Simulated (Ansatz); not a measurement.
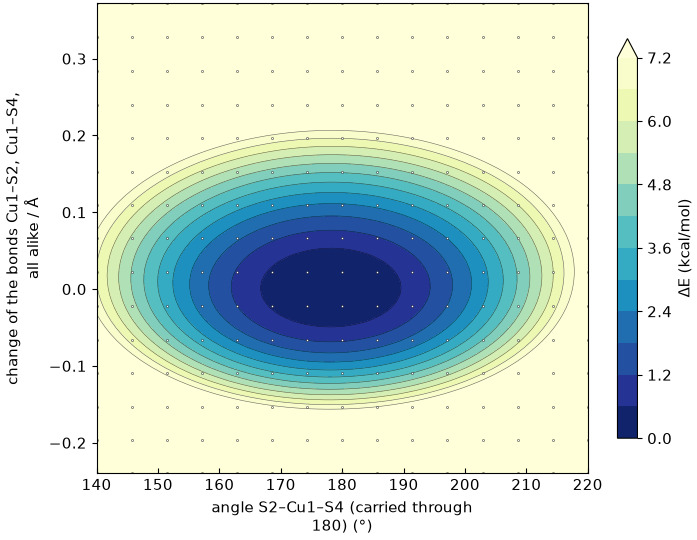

[Cu(SH)2]-, charge −1. First axis: angle S2–Cu1–S4 (carried through 180). Second axis: change of the bonds Cu1–S2, Cu1–S4, all alike. Nothing is relaxed (all other coordinates rigid). Grid: 15 × 15 points. Points are written as (first, second). Energies: kcal/mol, counted from the relaxed molecule at the same level. Theory: RKS PBE-D4/def2-SVPD in Ansatz 0.2.0.

Drawn: filled contours, dots at the grid points, one colour for all values above the top of the scale. Between grid points the surface is interpolated.

**Estimate the position of the minimum and the force constants in these coordinates.**

The interpolated minimum is at the first coordinate ≈ 178.2°, the second coordinate ≈ 0.000 Å. The curvatures there are about 1.3 eV/rad² and 20 eV/Å², with a cross term of about 0 eV/(rad·Å). Round the minimum the two coordinates are nearly uncoupled. (1 eV is 23.1 kcal/mol.)
